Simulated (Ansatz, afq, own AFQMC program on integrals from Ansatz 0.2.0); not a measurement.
# BH₄+ (singlet): quantum Monte Carlo beside coupled cluster, cc-pVDZ

Aim: compute BH₄+ (singlet) with auxiliary-field quantum Monte Carlo on the same integrals as coupled cluster, and set the energies side by side.

Computed with Ansatz 0.2.0, Gaussian basis, and an in-house AFQMC program (afq) on its integrals; all values are calculated. Level: cc-pVDZ, frozen cores.

Plan: Full CI; PBE (unrestricted); r2SCAN (unrestricted); PBE0 (unrestricted); B3LYP (unrestricted); wB97M-V (unrestricted); B2PLYP (unrestricted); CCSD(T) on RHF; CCSDT(Q) on RHF; Phaseless AFQMC, CISD trial on RHF; Phaseless AFQMC, single-determinant trial on RHF; Free-projection AFQMC, CISD trial on RHF; Phaseless AFQMC, CISD trial on RHF; UHF.

1 further run of the same task is left out (it didn't finish).

## (1) The geometry

The geometry is a PBE0/def2-TZVP stationary point (not a proven minimum).

5 atoms, charge 1, spin multiplicity 1.

Atoms are counted from 1 here; the program's logs count them from 0.

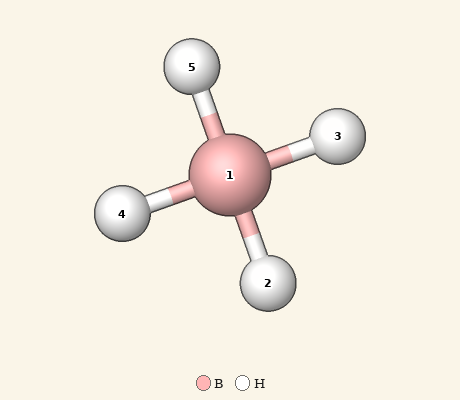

The geometry (boron pink, hydrogen white); atoms are numbered from 1 in the order of the file.

## (2) Full CI

File in.yaml:

```yaml
crystal:
  periodic: [false, false, false]
  atoms:
    - {symbol: B, position_ang: [0.000000, 0.000000, 0.000000]}
    - {symbol: H, position_ang: [-0.015583, 0.861426, 0.849833]}
    - {symbol: H, position_ang: [-0.021323, -0.849967, 0.861171]}
    - {symbol: H, position_ang: [0.021323, 0.849967, -0.861171]}
    - {symbol: H, position_ang: [0.015583, -0.861426, -0.849833]}
basis:
  gaussian: {orbitals: cc-pVDZ}
total_charge: 1
correlation: {method: fci, electrons: outside_noble_gas}
```

On the command line:

```console
$ ansatz run in.yaml --threads 1 --pin off --events-out ev --progress --plain --max-ram 1843MiB
```

Standard output:

```text
Functional definition: HF
  name "HF"
  cite "Fock, Z. Phys. 61, 126 (1930) doi:10.1007/BF01340294"
  parent pbe
  exchange = exact_x
  correlation = 0
650 factors; integrals over basis functions are off by at most 2.0e-7 eV
mean field evaluation 1: about -722.2028 eV, gradient 1.1e1 eV
mean field evaluation 2: about -722.2025 eV, gradient 1.1e1 eV
mean field evaluation 4: about -722.5697 eV, gradient 2.9e-1 eV
mean field evaluation 8: about -722.5701 eV, gradient 6.1e-7 eV
mean field -722.57011800 eV, -26.5539620608 hartree, gradient 7.2e-7 eV, S^2 0.000000; 0 other end points of the search recorded, 0 dependent functions left out
1 core orbitals not correlated: weight in the atoms' cores, before any rotation towards them, 1.000 or more for the frozen orbitals, at most 0.000 for the correlated occupied ones
reference -722.57011800 eV, -26.5539620608 hartree; 3, 3 occupied and 30, 30 virtual orbitals, 650 factors
state -726.27546456 eV, -26.6901310353 hartree
Total energy: -726.27546456 eV, -26.6901310353 hartree
```

Run time: 19 s. Hardware: 1 thread of Intel Xeon Platinum 8488C, shared host; peak memory 0.42 GiB.

From the report: 3,759,016 determinants, symmetry Ag.

## (3) PBE (unrestricted)

Changes to in.yaml since step 2:

```diff
@@ -11,2 +11,4 @@
 total_charge: 1
-correlation: {method: fci, electrons: outside_noble_gas}
+magnetization: {spin_polarized: true, initial_magnetization: 0}
+hamiltonian: {xc: {name: PBE}}
+output: {orbitals: {seedname: orbitals}}
```

The command is unchanged.

Standard output:

```text
Functional definition: PBE
  name "PBE"
  cite "Perdew, Burke & Ernzerhof, Phys. Rev. Lett. 77, 3865 (1996) doi:10.1103/PhysRevLett.77.3865"
  parent pbe
  parameter kappa = 0.804
  parameter beta = 0.06672455060314922
  exchange = pbe_x(kappa = kappa, mu = beta*pi^2/3)
  correlation = pbe_c(beta = beta)
386 factors; their error is unknown
mean field evaluation 1: about -725.5213 eV, gradient 1.8e1 eV
mean field evaluation 2: about -726.5788 eV, gradient 1.3e1 eV
mean field evaluation 4: about -727.7976 eV, gradient 7.2e-2 eV
mean field evaluation 8: about -727.7825 eV, gradient 6.1e-4 eV
mean field -727.78252543 eV, -26.7455145007 hartree, gradient 9.2e-6 eV, S^2 0.000000; 0 other end points of the search recorded, 0 dependent functions left out
reference -727.78255053 eV, -26.7455154234 hartree; 4, 4 occupied and 30, 30 virtual orbitals, 386 factors
Total energy: -727.78255053 eV, -26.7455154234 hartree
```

It took 0.42 s on 1 thread of Intel Xeon Platinum 8488C, shared host.

From the report: ⟨S²⟩ of the determinant 0.000 (pure singlet: 0.00).

## (4) r2SCAN (unrestricted)

Changes to in.yaml since step 3:

```diff
@@ -12,3 +12,2 @@
 magnetization: {spin_polarized: true, initial_magnetization: 0}
-hamiltonian: {xc: {name: PBE}}
-output: {orbitals: {seedname: orbitals}}
+hamiltonian: {xc: {name: r2SCAN}}
```

Same command.

Standard output:

```text
Functional definition: r2SCAN
  name "r2SCAN"
  cite "Furness, Kaplan, Ning, Perdew & Sun, J. Phys. Chem. Lett. 11, 8208 (2020) doi:10.1021/acs.jpclett.0c02405"
  cite "Furness, Kaplan, Ning, Perdew & Sun, J. Phys. Chem. Lett. 11, 9248 (2020) doi:10.1021/acs.jpclett.0c03077"
  parent r2scan
  parameter k0 = 0.174
  parameter k1 = 0.065
  parameter a1 = 4.9479
  exchange = r2scan_x(k0 = k0, k1 = k1, a1 = a1)
  correlation = r2scan_c
386 factors; their error is unknown
mean field evaluation 1: about -727.0153 eV, gradient 1.5e1 eV
mean field evaluation 2: about -728.0771 eV, gradient 9.3e0 eV
mean field evaluation 4: about -728.6461 eV, gradient 1.3e-1 eV
mean field evaluation 8: about -728.6319 eV, gradient 2.6e-3 eV
mean field -728.63191734 eV, -26.7767290777 hartree, gradient 6.1e-6 eV, S^2 0.000000; 0 other end points of the search recorded, 0 dependent functions left out
reference -728.63192574 eV, -26.7767293867 hartree; 4, 4 occupied and 30, 30 virtual orbitals, 386 factors
Total energy: -728.63192574 eV, -26.7767293867 hartree
```

It took 0.97 s on 1 thread of Intel Xeon Platinum 8488C, shared host.

From the report: ⟨S²⟩ of the determinant 0.000 (pure singlet: 0.00).

## (5) PBE0 (unrestricted)

Changes to in.yaml since step 4:

```diff
@@ -12,2 +12,3 @@
 magnetization: {spin_polarized: true, initial_magnetization: 0}
-hamiltonian: {xc: {name: r2SCAN}}
+hamiltonian: {xc: {name: PBE0}}
+output: {orbitals: {seedname: orbitals}}
```

Launched as before.

Standard output:

```text
Functional definition: PBE0
  name "PBE0"
  cite "Adamo & Barone, J. Chem. Phys. 110, 6158 (1999) doi:10.1063/1.478522"
  cite "Perdew, Burke & Ernzerhof, Phys. Rev. Lett. 77, 3865 (1996) doi:10.1103/PhysRevLett.77.3865"
  parent pbe
  parameter a = 0.25
  parameter kappa = 0.804
  parameter beta = 0.06672455060314922
  exchange = (1 - a)*pbe_x(kappa = kappa, mu = beta*pi^2/3) + a*exact_x
  correlation = pbe_c(beta = beta)
386 factors; their error is unknown
mean field evaluation 1: about -726.7239 eV, gradient 1.3e1 eV
mean field evaluation 2: about -727.6513 eV, gradient 7.0e0 eV
mean field evaluation 4: about -727.9781 eV, gradient 5.2e-2 eV
mean field evaluation 8: about -727.9675 eV, gradient 2.7e-4 eV
mean field -727.96750269 eV, -26.7523122897 hartree, gradient 1.8e-5 eV, S^2 0.000000; 0 other end points of the search recorded, 0 dependent functions left out
reference -727.96752150 eV, -26.7523129810 hartree; 4, 4 occupied and 30, 30 virtual orbitals, 386 factors
Total energy: -727.96752150 eV, -26.7523129810 hartree
```

Run time: 0.51 s. Hardware: 1 thread of Intel Xeon Platinum 8488C, shared host.

From the report: ⟨S²⟩ of the determinant 0.000 (pure singlet: 0.00).

## (6) B3LYP (unrestricted)

Changes to in.yaml since step 5:

```diff
@@ -12,3 +12,2 @@
 magnetization: {spin_polarized: true, initial_magnetization: 0}
-hamiltonian: {xc: {name: PBE0}}
-output: {orbitals: {seedname: orbitals}}
+hamiltonian: {xc: {name: B3LYP}}
```

Same command.

Standard output:

```text
Functional definition: B3LYP
  name "B3LYP"
  cite "Stephens, Devlin, Chabalowski & Frisch, J. Phys. Chem. 98, 11623 (1994) doi:10.1021/j100096a001"
  cite "Becke, Phys. Rev. A 38, 3098 (1988) doi:10.1103/PhysRevA.38.3098"
  cite "Lee, Yang & Parr, Phys. Rev. B 37, 785 (1988) doi:10.1103/PhysRevB.37.785"
  cite "Vosko, Wilk & Nusair, Can. J. Phys. 58, 1200 (1980) doi:10.1139/p80-159"
  parameter a0 = 0.2
  parameter ax = 0.72
  parameter ac = 0.81
  exchange = (1 - a0 - ax)*slater_x + ax*b88_x + a0*exact_x
  correlation = (1 - ac)*vwn_rpa_c + ac*lyp_c
386 factors; their error is unknown
mean field evaluation 1: about -727.8631 eV, gradient 1.5e1 eV
mean field evaluation 2: about -728.9132 eV, gradient 8.3e0 eV
mean field evaluation 4: about -729.3891 eV, gradient 4.8e-2 eV
mean field evaluation 8: about -729.3776 eV, gradient 1.8e-4 eV
mean field -729.37759711 eV, -26.8041323039 hartree, gradient 9.1e-6 eV, S^2 0.000000; 0 other end points of the search recorded, 0 dependent functions left out
reference -729.37776280 eV, -26.8041383927 hartree; 4, 4 occupied and 30, 30 virtual orbitals, 386 factors
Total energy: -729.37776280 eV, -26.8041383927 hartree
```

Run time: 0.45 s. Hardware: 1 thread of Intel Xeon Platinum 8488C, shared host.

From the report: ⟨S²⟩ of the determinant 0.000 (pure singlet: 0.00).

## (7) wB97M-V (unrestricted)

Changes to in.yaml since step 6:

```diff
@@ -12,2 +12,3 @@
 magnetization: {spin_polarized: true, initial_magnetization: 0}
-hamiltonian: {xc: {name: B3LYP}}
+hamiltonian: {xc: {name: wB97M-V}}
+output: {orbitals: {seedname: orbitals}}
```

Same command.

Standard output (excerpt; [...] marks lines left out):

```text
Functional definition: wB97M-V
  name "wB97M-V"
  cite "Mardirossian & Head-Gordon, J. Chem. Phys. 144, 214110 (2016) doi:10.1063/1.4952647"
  cite "Becke, J. Chem. Phys. 107, 8554 (1997) doi:10.1063/1.475007"
  cite "Vydrov & Van Voorhis, J. Chem. Phys. 133, 244103 (2010) doi:10.1063/1.3521275"
  # Of w^i u^j: cxij and so on, Table III.
[...]
  gx(w, u) = 1 - cx + cx01*u + cx10*w
  gss(w, u) = css00 + css04*u^4 + css10*w + css20*w^2 + css43*w^4*u^3
  gos(w, u) = cos00 + cos10*w + (cos20 + cos21*u)*w^2 + (cos60 + cos61*u)*w^6
[...]
      + integral(e_c_pw_mod_opposite_spin*gos(b97_w_opposite, b97_u_opposite)) + vv10(b, c)
386 factors; their error is unknown
126 factors; integrals over basis functions are off by at most 1.2e-5 eV
[...]
mean field -728.07281045 eV, -26.7561822784 hartree, gradient 1.7e-5 eV, S^2 0.000000; 0 other end points of the search recorded, 0 dependent functions left out
reference -728.07284079 eV, -26.7561833935 hartree; 4, 4 occupied and 30, 30 virtual orbitals, 386 factors
Total energy: -728.07284079 eV, -26.7561833935 hartree
```

Wall time 2.3 s (1 thread of Intel Xeon Platinum 8488C, shared host).

From the report: ⟨S²⟩ of the determinant 0.000 (pure singlet: 0.00).

## (8) B2PLYP (unrestricted)

Changes to in.yaml since step 7:

```diff
@@ -12,3 +12,3 @@
 magnetization: {spin_polarized: true, initial_magnetization: 0}
-hamiltonian: {xc: {name: wB97M-V}}
-output: {orbitals: {seedname: orbitals}}
+hamiltonian: {xc: {name: B2PLYP}}
+correlation: {electrons: outside_noble_gas}
```

The command is unchanged.

Standard output (excerpt; [...] marks lines left out):

```text
Functional definition: B2PLYP
  name "B2PLYP"
  cite "Grimme, J. Chem. Phys. 124, 034108 (2006) doi:10.1063/1.2148954"
  cite "Becke, Phys. Rev. A 38, 3098 (1988) doi:10.1103/PhysRevA.38.3098"
  cite "Lee, Yang & Parr, Phys. Rev. B 37, 785 (1988) doi:10.1103/PhysRevB.37.785"
[...]
305 factors; integrals over basis functions are off by at most 9.1e-4 eV
[...]
mean field -726.89725917 eV, -26.7129815659 hartree, gradient 1.2e-6 eV, S^2 0.000000; 0 other end points of the search recorded, 0 dependent functions left out
1 core orbitals not correlated: weight in the atoms' cores, before any rotation towards them, 1.000 or more for the frozen orbitals, at most 0.000 for the correlated occupied ones
reference -726.89736469 eV, -26.7129854438 hartree; 3, 3 occupied and 30, 30 virtual orbitals, 305 factors
second order -3.57059078 eV of doubles, -0.00000000 eV of singles
Total energy: -727.86142420 eV, -26.7484139773 hartree
```

Run time: 0.48 s. Hardware: 1 thread of Intel Xeon Platinum 8488C, shared host.

From the report: ⟨S²⟩ of the determinant 0.000 (pure singlet: 0.00).

## (9) CCSD(T) on RHF

Changes to in.yaml since step 8:

```diff
@@ -11,4 +11,3 @@
 total_charge: 1
-magnetization: {spin_polarized: true, initial_magnetization: 0}
-hamiltonian: {xc: {name: B2PLYP}}
-correlation: {electrons: outside_noble_gas}
+magnetization: {spin_polarized: false}
+correlation: {method: ccsd_t, electrons: outside_noble_gas, hamiltonian_folder: ham}
```

The command is unchanged.

Standard output (excerpt; [...] marks lines left out):

```text
Functional definition: HF
  name "HF"
  cite "Fock, Z. Phys. 61, 126 (1930) doi:10.1007/BF01340294"
  parent pbe
[...]
305 factors; integrals over basis functions are off by at most 9.1e-4 eV
[...]
mean field -722.57011777 eV, -26.5539620524 hartree, gradient 7.2e-7 eV, S^2 0.000000; 0 other end points of the search recorded, 0 dependent functions left out
1 core orbitals not correlated: weight in the atoms' cores, before any rotation towards them, 1.000 or more for the frozen orbitals, at most 0.000 for the correlated occupied ones
reference -722.57011777 eV, -26.5539620524 hartree; 3, 3 occupied and 30, 30 virtual orbitals, 305 factors
second order -2.90416232 eV of doubles, -0.00000000 eV of singles
cycle   1  -3.41570073 eV  change   -5.1e-1 eV  update   5.1e-2
[...]
cycle   8  -3.61164524 eV  change    5.0e-6 eV  update   2.5e-6
perturbative correction -0.07362745 eV, -0.0027057588 hartree
Total energy: -726.25539045 eV, -26.6893933256 hartree
```

Wall time 0.27 s (1 thread of Intel Xeon Platinum 8488C, shared host).

From the report: correlation -3.6853 eV; T1 0.007; largest double amplitude 0.10.

This run also writes the integrals to the folder ham.

## (10) CCSDT(Q) on RHF

Changes to in.yaml since step 9:

```diff
@@ -12,2 +12,2 @@
 magnetization: {spin_polarized: false}
-correlation: {method: ccsd_t, electrons: outside_noble_gas, hamiltonian_folder: ham}
+correlation: {method: ccsdt_q, electrons: outside_noble_gas}
```

Same command.

Standard output (excerpt; [...] marks lines left out):

```text
Functional definition: HF
  name "HF"
  cite "Fock, Z. Phys. 61, 126 (1930) doi:10.1007/BF01340294"
  parent pbe
[...]
650 factors; integrals over basis functions are off by at most 2.0e-7 eV
[...]
mean field -722.57011800 eV, -26.5539620608 hartree, gradient 7.2e-7 eV, S^2 0.000000; 0 other end points of the search recorded, 0 dependent functions left out
1 core orbitals not correlated: weight in the atoms' cores, before any rotation towards them, 1.000 or more for the frozen orbitals, at most 0.000 for the correlated occupied ones
reference -722.57011800 eV, -26.5539620608 hartree; 3, 3 occupied and 30, 30 virtual orbitals, 650 factors
second order -2.90417953 eV of doubles, -0.00000000 eV of singles
cycle   1  -3.41568978 eV  change   -5.1e-1 eV  update   5.5e-2
[...]
cycle  11  -3.70014508 eV  change   -2.1e-8 eV  update   2.8e-7
perturbative correction -0.00418730 eV, -0.0001538803 hartree
Total energy: -726.27445038 eV, -26.6900937649 hartree
```

Wall time 1.4 s (1 thread of Intel Xeon Platinum 8488C, shared host).

From the report: correlation -3.7043 eV; T1 0.008; largest double amplitude 0.10.

(Part 1 of 2 ends here.)
